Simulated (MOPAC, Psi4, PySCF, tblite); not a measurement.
Interaction energy of H4O4Si ··· H4O4Si (SMILES O[Si](O)(O)O and O[Si](O)(O)O). Monomers: optimised at B3LYP-D3(BJ) (def2-TZVP), held rigid. Orientation: lowest of the rigid-body minima from ten starts at GFN2-xTB. The monomers approach along the line of their centres of mass (distance R); nothing else relaxes.

Geometry at R = 3.86 Å (first 9 atoms: monomer A):
```
18

O      0.5711     1.0841    -1.0833
Si    -0.0004     0.0003     0.0000
O      1.2870    -0.8729     0.5045
O     -0.6855     0.6329     1.3435
O     -1.1743    -0.8429    -0.7651
H     -0.0640     1.4803    -1.6850
H      1.9639    -1.0740    -0.1464
H     -0.0958     0.9121     2.0482
H     -1.8018    -1.3200    -0.2164
O      1.4191    -0.4764    -3.3835
Si     1.7200    -1.9842    -2.8262
O      0.2766    -2.6085    -2.3776
O      2.3585    -3.0281    -3.9111
O      2.8259    -1.8235    -1.6322
H      2.1599     0.1337    -3.4216
H     -0.3570    -2.0076    -1.9780
H      1.7512    -3.4563    -4.5195
H      3.3216    -2.6076    -1.3834
```

GFN2-xTB (tblite); RKS-B3LYP/LANL2DZ = restricted B3LYP/LANL2DZ, with its core potentials past Ne, no counterpoise correction (PySCF 2.14.0); SAPT0/jun-cc-pVDZ, frozen core (Psi4); RHF/3-21G = restricted Hartree-Fock/3-21G, no counterpoise correction in PySCF 2.14.0; AM1, restricted, heats of formation (MOPAC).

Interaction energies in kcal/mol (negative: bound); R is the distance of the centres of mass, d the O5···H16 distance.

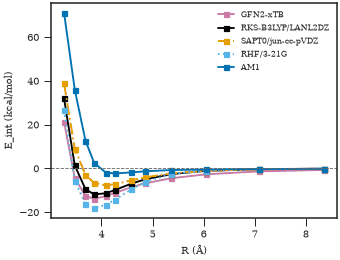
Figure. Interaction energy against separation.

```tsv
R / Å	d / Å	GFN2-xTB	RKS-B3LYP/LANL2DZ	SAPT0/jun-cc-pVDZ	RHF/3-21G	AM1
3.27	1.29	21.29	32.06	38.80	26.67	71.20
3.48	1.49	-4.38	1.39	9.06	-5.55	35.96
3.69	1.70	-12.60	-9.49	-2.97	-16.35	12.65
3.86	1.87	-13.83	-11.87	-6.64	-18.17	2.51
4.09	2.10	-12.68	-11.34	-7.73	-16.63	-1.93
4.26	2.27	-11.23	-9.92	-7.24	-14.36	-2.30
4.59	2.59	-8.54	-6.93	-5.45	-9.52	-1.81
4.86	2.86	-6.80	-4.97	-4.06	-6.18	-1.31
5.37	3.37	-4.48	-2.58	-2.27	-2.52	-0.73
6.05	4.05	-2.68	-1.09	-1.09	-0.96	-0.48
7.08	5.08	-1.37	-0.37	-0.40	-0.33	-0.28
8.36	6.36	-0.71	-0.12	-0.14	-0.11	-0.16
```

Lowest grid point: GFN2-xTB -13.83 kcal/mol at R = 3.86 Å; RKS-B3LYP/LANL2DZ -11.87 kcal/mol at R = 3.86 Å; SAPT0/jun-cc-pVDZ -7.73 kcal/mol at R = 4.09 Å; RHF/3-21G -18.17 kcal/mol at R = 3.86 Å; AM1 -2.30 kcal/mol at R = 4.26 Å.
